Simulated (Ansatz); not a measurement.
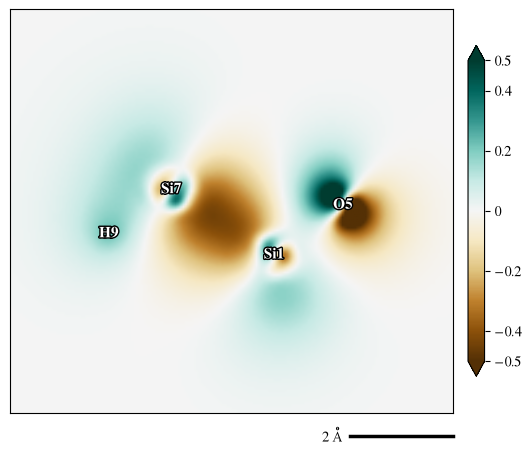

Figure. H₆OSi₂···HF. One frontier orbital on the plane of atoms O5, Si1 and Si7 (values in Å⁻³ᐟ²; the overall sign is arbitrary).

The product side of a reaction path; geometry: PBE0-D4/def2-TZVP.

The calculation used RKS PBE0-D4/def2-TZVPP in Ansatz 0.2.0.

Input

```
crystal:
  periodic: [false, false, false]
  atoms:
    - {symbol: Si, position_ang: [-1.065404, 0.734198, 0.390431]}
    - {symbol: F, position_ang: [0.763303, -2.147582, 1.087264]}
    - {symbol: H, position_ang: [-2.249513, -0.043241, -0.075505]}
    - {symbol: H, position_ang: [-1.430877, 2.170375, 0.455296]}
    - {symbol: O, position_ang: [-0.570973, 0.295464, 1.893766]}
    - {symbol: H, position_ang: [0.973844, -1.855489, 0.227621]}
    - {symbol: Si, position_ang: [0.638808, 0.442693, -1.208852]}
    - {symbol: H, position_ang: [-0.177766, -0.580701, 1.970830]}
    - {symbol: H, position_ang: [0.163390, 0.707038, -2.592887]}
    - {symbol: H, position_ang: [1.845049, 1.265459, -0.932036]}
    - {symbol: H, position_ang: [1.110039, -0.988214, -1.215829]}
basis:
  gaussian: {orbitals: def2-TZVPP}
hamiltonian: {xc: pbe0, dispersion: d4}
output: {orbitals: {seedname: orbitals}}
```

Launched as:

```sh
ansatz run in.yaml --threads 4 --pin off --events-out ev --progress --plain --max-ram 9574MiB
```

### Which orbital is it: HOMO or LUMO?

The HOMO, at −8.09 eV. By Hirshfeld shares it lies mainly on Si7 (about 30 %), Si1 (about 25 %), O5 (about 20 %) and H3 (about 10 %).
